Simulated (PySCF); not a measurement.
```xyz
24

C     2.8342    0.3957    0.5961
C     1.7377    0.6114    1.3104
Si    0.2070    0.1710    0.3230
C     1.2463   -0.1545   -1.2519
C     2.7128   -0.1464   -0.7931
C    -0.7896   -1.3331    0.9425
C    -2.1350   -1.3693    0.2170
O    -2.8809   -0.1829    0.3429
C    -2.3975    0.8989   -0.4159
C    -1.1211    1.5260    0.1439
H     3.8354    0.5707    0.9682
H     1.7827    0.9831    2.3196
H     1.0902    0.6348   -1.9864
H     1.0103   -1.0934   -1.7488
H     3.3369    0.4388   -1.4734
H     3.1178   -1.1629   -0.7962
H    -0.2757   -2.2786    0.7757
H    -0.9759   -1.2487    2.0126
H    -1.9717   -1.5907   -0.8498
H    -2.7774   -2.1495    0.6371
H    -2.2220    0.5733   -1.4537
H    -3.2151    1.6266   -0.4163
H    -1.3479    1.9612    1.1164
H    -0.8132    2.3384   -0.5125
```

Geometry: GFN2-xTB.

Theory: PBE0/pcSseg-1, SCF density, gas phase, non-relativistic (PySCF 2.14.0).

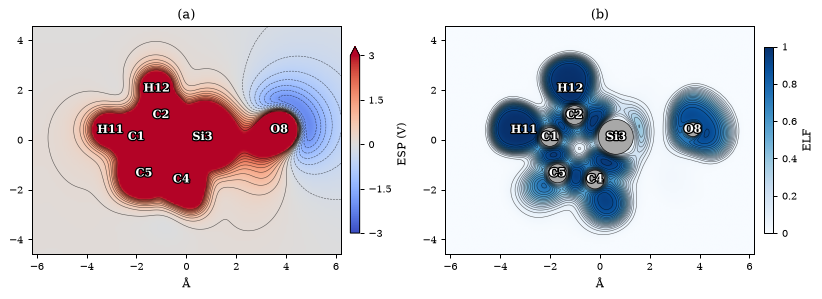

C$_{8}$H$_{14}$OSi (SMILES C1=C[Si]2(CC1)CCOCC2). (a) electrostatic potential; (b) electron localisation function on the plane of atoms Si3, C2 and H12. Grey discs cover the atomic cores in the ELF map.

Question: What does the map show?

Answer:
- The section cuts through C, Si, O and H sites.
- C–C (1.33 Å): the ELF peaks at about 0.90 between the atoms: a short, multiple covalent bond.
- C–Si (1.87 Å): the ELF peaks at about 0.95 between the atoms: a covalent bond.
- C–H (1.08 Å): the ELF climbs to about 1 towards the hydrogen, as it does in any bond to H (a covalent bond by its length).
- C–C (1.50 Å): the ELF peaks at about 0.95 between the atoms: localised, covalent bonding.
- C–C (1.54 Å): the ELF peaks at about 0.95 between the atoms (a covalent bond).
- The ELF also peaks beside O8, away from the bonds: lone-pair regions.
- Outside the dense part of the molecule the potential is most negative (−2.1 V) near O8.
